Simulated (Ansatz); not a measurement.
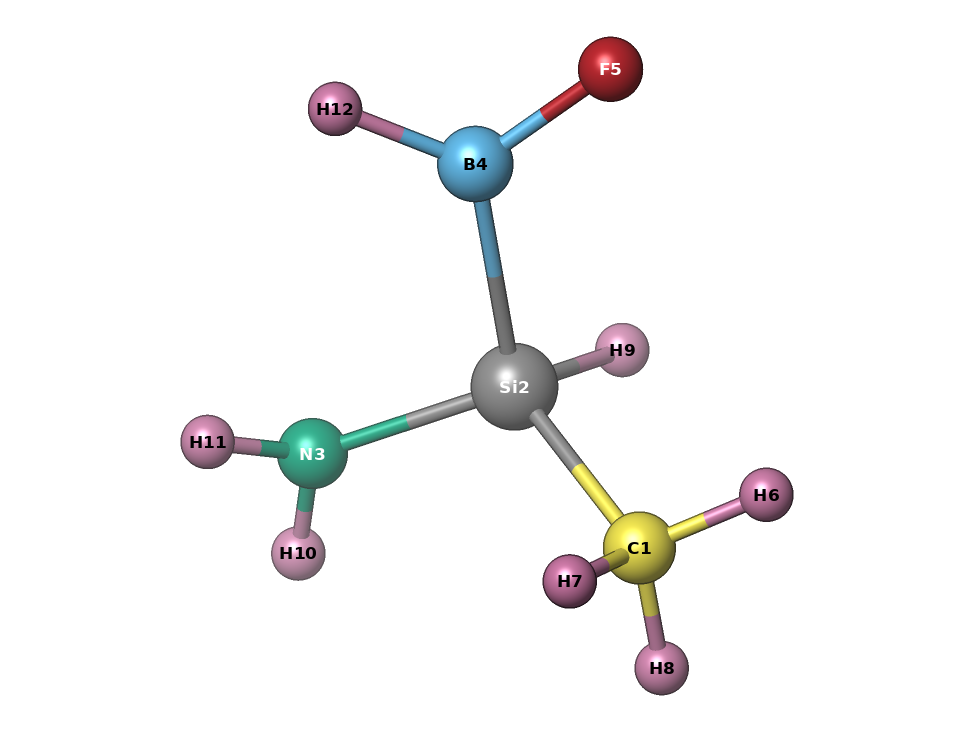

Depth is shown by fading: the farther an atom, the more it takes the colour of the background. The computed structure is the end point of a PBE0-D4/def2-TZVP optimisation. No frequency run is at hand to confirm it as a minimum.

> Which atoms or bonds are stereogenic?

Centres: Si2.

> Assign CIP descriptors.

Si2: S (priorities N3 > C1 > B4 > H9).

> Write the isomeric SMILES.

C[Si@@H](N)BF
